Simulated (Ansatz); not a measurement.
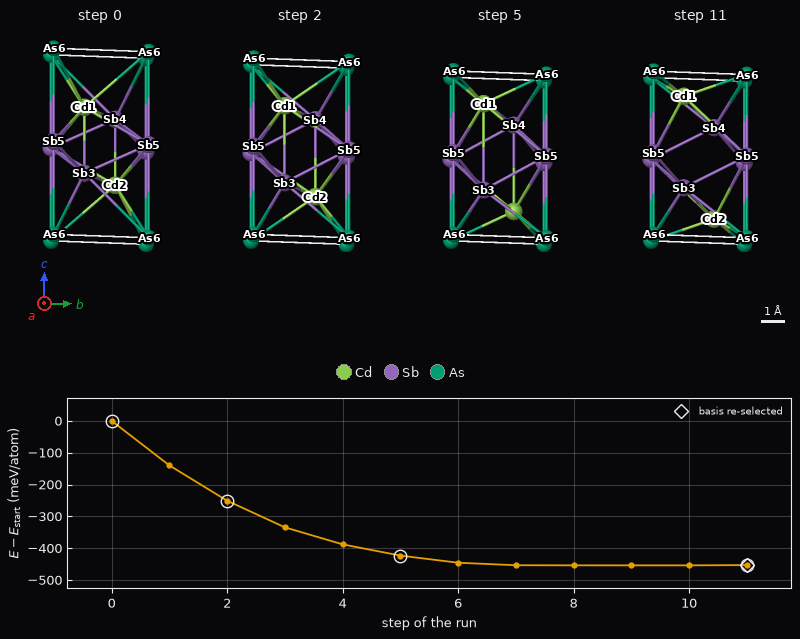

Frames of a relaxation of a crystal of Cd$_{2}$Sb$_{3}$As (built on the Eu2H3Cl-164 type type), marked on the history of the run. Style: ball-and-stick. Shown: the cell of the calculation, from a free direction.

These are results of DFT, PBEsol, plane waves, PAW (Ansatz), not measurements. Set-up: plane-wave cutoff 420 eV; k-point mesh 6 × 6 × 4; occupations fermi dirac; smearing width 0.03 eV; no spin polarisation; cell and atoms relaxed; force threshold 0.01 eV/Å; at most 120 steps.

What happens along the run?

The largest moves relative to the cell, 1.19 Å, are those of Cd1 and Cd2. Cd1 goes along +c. Largest moves by element: Cd 1.19 Å, Sb 0.29 Å. As stays in place. The drawn cell changes as follows: a = b 4.913 → 4.824 Å (−1.8 %), c 8.232 → 7.223 Å (−12.3 %); the volume changes by −15.4 %. Near-neighbour distances that change, for instance: Cd1–Sb3 5.314 → 3.178 Å, Cd1–Sb3 (another image) 2.918 → 4.045 Å, Cd1–As6 3.757 → 2.949 Å, Cd1–Sb5 3.283 → 3.839 Å. Bond angles that change, for instance: Cd2–Sb3–Cd2 118.2° → 104.6°, Sb3–Cd2–Sb3 118.2° → 104.6°, Cd2–Sb3–Sb5 163.7° → 177.3°. The space group stays P-3m1 (No. 164). After 10 accepted moves (11 points after the start) the energy has fallen by 453 meV per atom. Largest force component: 1.5 eV/Å at the start, 0.00068 eV/Å at the end. The pressure goes from 1.68 to −0.02 GPa. The SCF was repeated once at an unchanged geometry on a basis and grid sized afresh for the cell, which shifted the energy by 0.8 meV per atom at most. From step 0 to 2: Cd atoms move most (0.37 Å), volume −4.7 %, energy −251 meV per atom. From step 2 to 5: Cd atoms move most (0.51 Å), volume −11.9 %, energy −172 meV per atom. From step 5 to 11: Cd atoms move most (0.34 Å), volume +0.7 %, energy −29.9 meV per atom.
